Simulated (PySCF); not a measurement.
SbCl, triplet (excess alpha electrons: πx +1, πy +1). ωB97X-V/def2-TZVPPD (ECP) with PySCF, UKS. One reference determinant with the occupation held, the lowest that a PBE0 search over spins and occupations found; no spin-orbit coupling. Zero is the separated fragments in their ground configurations, without counterpoise. 2 further points of the run are not drawn. Horizontal lines: vibrational levels from ωe and ωexe, every 2nd one, starting at v = 0.

**What bond curve does the calculation give?**

re = 2.332 Å, ωe = 382 cm⁻¹, ωexe = 1.1 cm⁻¹, De = 3.32 eV.
| r (Å) | E (eV) |
| --- | --- |
| 2.020 | −2.19 |
| 2.114 | −2.85 |
| 2.208 | −3.19 |
| 2.279 | −3.30 |
| 2.349 | −3.32 |
| 2.420 | −3.27 |
| 2.513 | −3.14 |
| 2.631 | −2.89 |
| 2.772 | −2.52 |
| 2.960 | −2.01 |

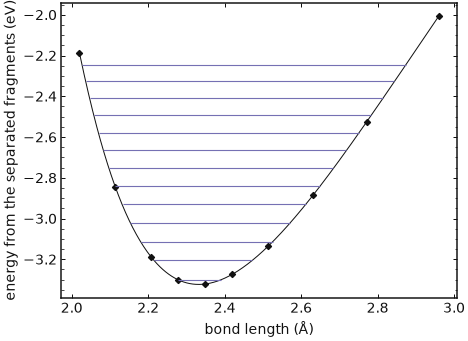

Note: lowest determinant of a PBE0 search, another state may lie lower.
